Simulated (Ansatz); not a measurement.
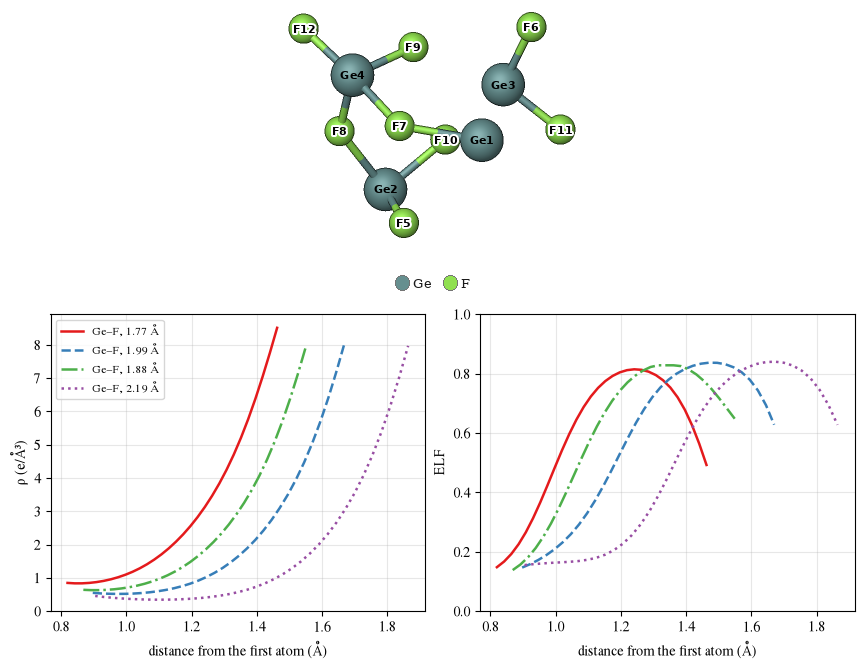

F6Ge3···F2Ge (quintet). Total electron density and electron localisation function along straight lines between neighbouring atoms. The curves leave out the atomic cores. The structure is drawn too.

Geometry: PBE-D4/def2-SVP.

Computed with UKS PBE0-D4/def2-SVP in Ansatz 0.2.0.

```yaml
atoms:
  - { symbol: Ge, position_ang: [1.9979, -1.1813, -0.0387] }
  - { symbol: Ge, position_ang: [-2.2113, -1.4167, 0.3135] }
  - { symbol: Ge, position_ang: [0.6549, 0.2014, -1.9307] }
  - { symbol: Ge, position_ang: [-0.0790, 1.2574, 1.7560] }
  - { symbol: F, position_ang: [-0.9035, -2.4603, 0.8978] }
  - { symbol: F, position_ang: [2.0320, 1.2906, -2.2672] }
  - { symbol: F, position_ang: [1.1103, -0.3331, 1.5853] }
  - { symbol: F, position_ang: [-1.5792, 0.1447, 1.5702] }
  - { symbol: F, position_ang: [0.1857, 1.6018, 0.0033] }
  - { symbol: F, position_ang: [-1.1902, -0.6270, -1.0840] }
  - { symbol: F, position_ang: [0.9783, -1.2004, -2.9870] }
  - { symbol: F, position_ang: [-0.9960, 2.7230, 2.1816] }
```

What can be read from the curves?

Answer. Ge–F (1.77 Å): ρ is about 0.85 e/Å³ halfway; the ELF peaks at about 0.80 in the valence shell of F, 0.5 Å from its nucleus, and is about 0.25 at the midpoint.
Ge–F (1.99 Å): ρ is about 0.52 e/Å³ halfway; the ELF peaks at about 0.85 in the valence shell of F, 0.5 Å from its nucleus, and is about 0.20 at the midpoint.
Ge–F (1.88 Å): ρ at the midpoint is about 0.64 e/Å³; the ELF peaks at about 0.85 in the valence shell of F, 0.6 Å from its nucleus, and is about 0.20 at the midpoint.
Ge3···F10 (2.19 Å): the density falls to about 0.34 e/Å³ on the way; the ELF is about 0.15 at the midpoint.
